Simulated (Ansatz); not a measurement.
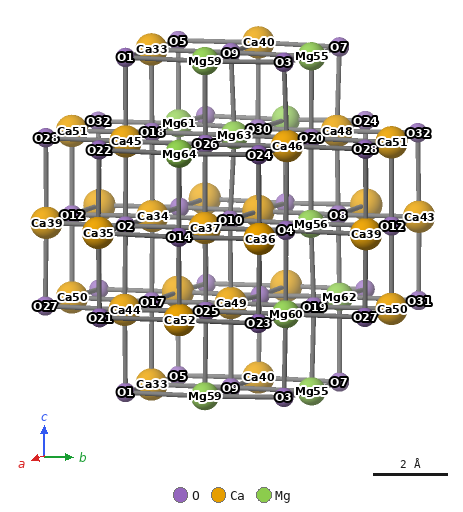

Starting structure of a crystal of O₃₂Ca₂₂Mg₁₀ (a generated structure, set up in P1). Style: ball-and-stick. Shown: the atoms within 5.8 Å of the atom that moves most (axes of the cell of the calculation (origin shifted)), slightly off an axis.

Level of theory: DFT, PBEsol, PAW, plane waves in Ansatz.

(plane-wave cutoff 420 eV; k-point mesh 1 × 1 × 1; mesh shifted by (0.5, 0.5, 0.5); no spin polarisation; cell relaxed at fixed shape; force threshold 0.03 eV/Å; at most 80 steps)

```xyz
64
Lattice="9.1922 0.0000 0.0000 0.0000 9.1922 0.0000 0.0000 0.0000 9.1922" Properties=species:S:1:pos:R:3 pbc="T T T"
O     2.2997    0.0041    0.0059
O     2.2655    9.1870    4.5753
O     2.3101    4.5646    0.0300
O     2.2940    4.6167    4.6097
O     6.9285    9.1894    0.0051
O     6.8838    0.0216    4.6177
O     6.8659    4.6127    9.1720
O     6.9203    4.5951    4.5718
O     0.0086    2.2711    9.1768
O     0.0210    2.2503    4.5830
O     9.1763    6.9232    9.1785
O     9.1865    6.8884    4.5726
O     4.6116    2.3102    9.1815
O     4.6222    2.3076    4.5808
O     4.6140    6.8683    9.1783
O     4.5964    6.8846    4.6128
O     0.0224    9.1894    2.2678
O     9.1766    9.1845    6.9125
O     9.1635    4.6452    2.2823
O     9.1757    4.5703    6.9013
O     4.5986    0.0269    2.2934
O     4.6111    0.0147    6.8978
O     4.6200    4.5989    2.2929
O     4.5846    4.5964    6.9179
O     2.2840    2.3124    2.3148
O     2.3080    2.2990    6.8931
O     2.2880    6.8845    2.3014
O     2.3181    6.9088    6.9186
O     6.9263    2.3486    2.2809
O     6.8621    2.2698    6.8517
O     6.8972    6.8992    2.2955
O     6.9035    6.8770    6.8990
Ca    0.0114    9.1780    9.1853
Ca    0.0047    0.0131    4.6141
Ca    4.6362    9.1901    4.6245
Ca    4.5917    4.6246    4.6128
Ca    2.3157    2.2918    4.6008
Ca    2.3360    6.8877    0.0191
Ca    2.2839    6.9150    4.5822
Ca    6.8921    2.2889    0.0276
Ca    6.8956    2.2922    4.5946
Ca    6.8532    6.8762    9.1868
Ca    6.8608    6.9001    4.5923
Ca    2.2810    9.1655    2.2711
Ca    2.2879    0.0058    6.8943
Ca    2.2689    4.6384    6.9213
Ca    6.8702    9.1623    2.2944
Ca    6.9095    4.5549    6.8707
Ca    0.0050    2.2676    2.3047
Ca    0.0036    6.8892    2.3019
Ca    0.0245    6.8961    6.8719
Ca    4.6014    2.3236    2.3075
Ca    4.6190    6.8822    2.3108
Ca    4.5588    6.8621    6.9131
Mg    9.1875    4.5873    9.1517
Mg    0.0225    4.5743    4.5574
Mg    4.5973    0.0042    9.1809
Mg    4.5837    4.6304    9.1771
Mg    2.3316    2.2985    9.1794
Mg    2.3022    4.6120    2.3148
Mg    6.9102    0.0028    6.9283
Mg    6.8876    4.6209    2.3264
Mg    9.1836    2.3655    6.9111
Mg    4.5786    2.3069    6.8684
```

### Predict the outcome.

Over 7 geometry steps the energy falls by 38.2 meV per atom. Largest force component: 1.4 eV/Å at the start, 0.0015 eV/Å at the end. The pressure goes from 2.55 to 0.00 GPa. The atom that moves furthest relative to the cell is O10 (0.21 Å along [0 3 2]). By element the largest moves are O 0.21 Å, Mg 0.16 Å, Ca 0.10 Å. The volume changes by +1.1 %, with a = b = c 9.192 → 9.226 Å (+0.4 %). Near-neighbour distances that change, for instance: O14–Ca52 2.273 → 2.491 Å, O7–Mg62 2.347 → 2.159 Å, O18–Ca51 2.289 → 2.472 Å, O10–Ca49 2.278 → 2.449 Å. Bond angles that change, for instance: Mg56–O10–Mg63 87.8° → 96.4°, Mg55–O9–Mg63 87.0° → 94.7°, Ca37–O4–Ca39 179.0° → 172.6°. The space group stays P1 (No. 1).

The end point in the same view:

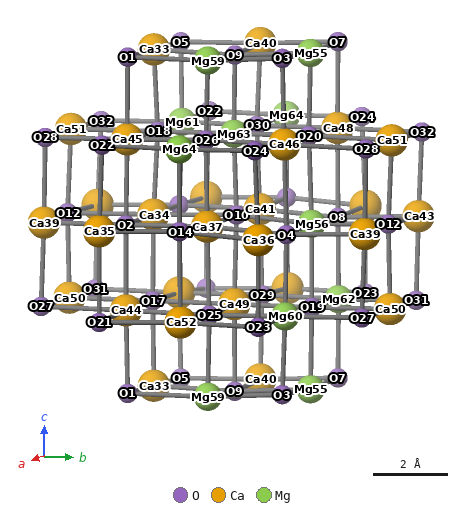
